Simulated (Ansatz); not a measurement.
# SiF2 (SMILES F[Si]F) at 4 levels

We compute a comparison of 4 runs (HF/STO-3G, PBE/STO-3G, wB97X/STO-3G, CCSDT(Q)/STO-3G) of SiF2. 

Program for the calculation: Ansatz 0.2.0.

41 further runs of the same task are left out: 3 that didn't finish, 38 set aside as unsound or not needed.

## 1. The molecule

SiF2 has 3 atoms, charge 0, and is taken as a singlet. SMILES: `F[Si]F`. The F3–Si2 distance was set to 4.004 Å, away from the relaxed value. At this shape a bond of the SMILES string is far longer than usual.

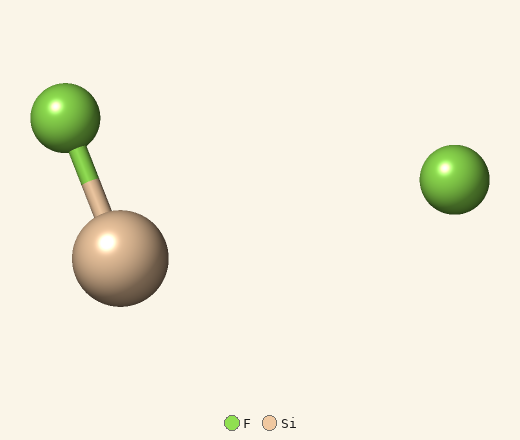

The structure, seen from a chosen angle (fluorine green, silicon light orange).

## 2. A single-point energy at HF/STO-3G (run 1)

molecule.yaml

```yaml
crystal:
  periodic: [false, false, false]
  atoms:
    - symbol: F
      position_ang: [-1.368955, 2.977805, -0.416802]
    - symbol: Si
      position_ang: [-2.130155, 1.684605, -0.976302]
    - symbol: F
      position_ang: [0.428600, -1.200400, 0.100700]
basis:
  gaussian: {orbitals: STO-3G}
hamiltonian: {xc: hf}
accuracy: high
```

On the command line:

```bash
$ ansatz run molecule.yaml --threads 1 --pin off --max-ram 2610MiB --events-out events.jsonl --progress --plain --runs-dir runs
```

The program printed:

```text
Warning: RAYON_NUM_THREADS=1 ignored (pool sized by the plan → 1); use --threads N
Functional definition: HF
  name "HF"
  exchange = exact_x
  correlation = 0
298 factors; integrals over basis functions are off by at most 2.5e-8 eV
mean field evaluation 1: about -13092.0862 eV, gradient 1.9e1 eV
mean field evaluation 2: about -13092.1105 eV, gradient 1.9e1 eV
mean field evaluation 4: about -13093.3747 eV, gradient 1.1e1 eV
mean field evaluation 8: about -12959.7971 eV, gradient 1.3e1 eV
mean field evaluation 16: about -13097.0137 eV, gradient 6.5e-3 eV
mean field evaluation 32: about -13094.2143 eV, gradient 9.0e0 eV
mean field evaluation 64: about -13092.1278 eV, gradient 2.8e1 eV
mean field -13097.01370114 eV, -481.3063760420 hartree, gradient 5.4e-8 eV, S^2 0.000000; 1 other end points of the search recorded, 0 dependent functions left out
reference -13097.01370114 eV, -481.3063760420 hartree; 16, 16 occupied and 3, 3 virtual orbitals, 298 factors
Total energy: -13097.01370114 eV, -481.3063760420 hartree
```

It took 0.12 s on 1 thread of Arm Neoverse V1, shared host.

## 3. The energy at PBE/STO-3G (run 2)

molecule.yaml

```yaml
basis:
  gaussian:
    orbitals: STO-3G
crystal:
  periodic: [false, false, false]
  atoms:
    - {symbol: F, position_ang: [-1.368955, 2.977805, -0.416802]}
    - {symbol: Si, position_ang: [-2.130155, 1.684605, -0.976302]}
    - {symbol: F, position_ang: [0.428600, -1.200400, 0.100700]}
accuracy: high
total_charge: 0
hamiltonian:
  xc: pbe
```

On the command line:

```bash
$ ansatz run molecule.yaml --threads 1 --pin off --max-ram 2610MiB --events-out events.jsonl --progress --plain --runs-dir runs
```

The program printed, cut to the lines that bear on the results:

```text
Warning: RAYON_NUM_THREADS=1 ignored (pool sized by the plan → 1); use --threads N
Functional definition: PBE
  name "PBE"
[...]
298 factors; integrals over basis functions are off by at most 2.5e-8 eV
[...]
mean field -13125.02734168 eV, -482.3358583436 hartree, gradient 2.7e-8 eV, S^2 0.000000; 8 other end points of the search recorded, 0 dependent functions left out
reference -13125.02734299 eV, -482.3358583918 hartree; 16, 16 occupied and 3, 3 virtual orbitals, 298 factors
Total energy: -13125.02734299 eV, -482.3358583918 hartree
```

Run time: 4.8 s. Hardware: 1 thread of Arm Neoverse V1, shared host.

Run 3 isn't shown in full; the table further down has it.

## 4. A single-point energy at CCSDT(Q)/STO-3G (run 4)

molecule.yaml

```yaml
crystal:
  periodic: [false, false, false]
  atoms:
    - {symbol: F, position_ang: [-1.368955, 2.977805, -0.416802]}
    - {symbol: Si, position_ang: [-2.130155, 1.684605, -0.976302]}
    - {symbol: F, position_ang: [0.428600, -1.200400, 0.100700]}
basis:
  gaussian:
    orbitals: STO-3G
accuracy: high
correlation:
  method: ccsdt_q
  frozen_orbitals: {F: 1, Si: 5}
scf:
  omitted_lower_state_checks: [cluster_reference, increment]
magnetization:
  spin_polarized: false
```

On the command line:

```bash
$ ansatz run molecule.yaml --threads 1 --pin off --max-ram 2610MiB --events-out events.jsonl --progress --plain --runs-dir runs
```

The program printed:

```text
Warning: RAYON_NUM_THREADS=1 ignored (pool sized by the plan → 1); use --threads N
[... 14 lines left out ...]
7 core orbitals not correlated: weight in the atoms' cores, before any rotation towards them, 1.000 or more for the frozen orbitals, at most 0.000 for the correlated occupied ones
[... 168 lines left out ...]
WARN: these amplitudes may be one of several solutions (largest doubles amplitude 1.13, level shift 16.68 eV)
Total energy: -13105.31822083 eV, -481.6115615117 hartree
Checks for a lower state left out: cluster_reference, increment
```

Wall time 1.4 s (1 thread of Arm Neoverse V1, shared host).

## 5. Overview of the runs

```tsv
run	level	frozen core orbitals	energy (Eh)	wall time
1	HF/STO-3G	–	-481.306376	0.12 s
2	PBE/STO-3G	–	-482.335858	4.8 s
3	wB97X/STO-3G	–	-482.570695	5.4 s
4	CCSDT(Q)/STO-3G	7	-481.611562	1.4 s
```

## 6. Summary of results

| quantity | value |
| --- | --- |
| run 4: total energy | -481.61156 Eh |
| run 4: correlation energy (7 core orbitals frozen) | -305.2 mEh |
| run 4: T1 diagnostic | 0.114 |

**Reading.** Totals of different functionals can't be ranked against each other. In run 4 the log says that unrestricted orbitals would lower the reference, so the values rest on an unstable closed-shell determinant (other closed-shell runs at this shape may share the fault). In runs 1, 2, 3, 4 the basis is minimal, so the values are rough. In runs 1, 2, 3 a closed-shell determinant meets a far-stretched bond, which it describes badly. All runs together took 12 s, the longest 5.4 s.
